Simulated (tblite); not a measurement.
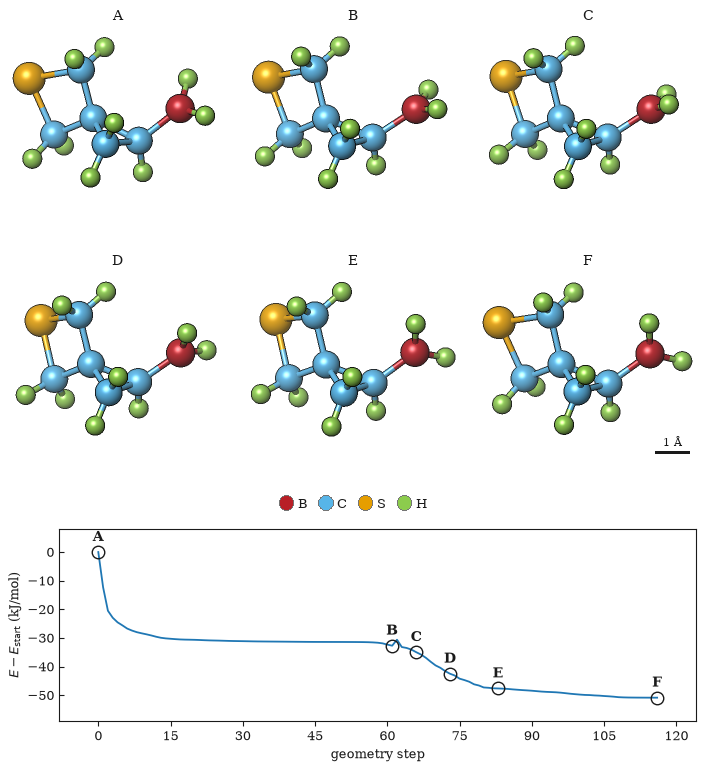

Frames of a relaxation of C₅H₉BS, marked on the history of the run. The picture is a ball-and-stick view, seen at a tilt.

Computed with GFN2-xTB geometry optimisation, gas phase in tblite 0.8.0. 

Question: What happens along the run?

Answer: The largest move after the best rigid fit is that of an H atom, 1.38 Å. Largest moves by element: H 1.38 Å, C 0.15 Å, B 0.11 Å, S 0.07 Å. Among the contacts that change: B–C 1.584 → 1.537 Å, C–H 1.121 → 1.080 Å, C–C 1.509 → 1.476 Å, B–H 1.189 → 1.169 Å. Among the angles between lasting bonds that change: H–C–H 121.1° → 114.2°, C–C–C 117.8° → 123.9°, C–C–C 118.8° → 124.4°. Groups turn about B–C by about 90°. The energy falls by 50.9 kJ/mol in 116 geometry steps. From step 0 to 61: an H atom moves most (0.47 Å), energy −32.7 kJ/mol. From step 61 to 66: an H atom moves most (0.18 Å), energy −2.27 kJ/mol. From step 66 to 73: an H atom moves most (0.59 Å), energy −7.52 kJ/mol. From step 73 to 83: an H atom moves most (0.39 Å), energy −5.15 kJ/mol. From step 83 to 116: the S atom moves most (0.54 Å), energy −3.22 kJ/mol.
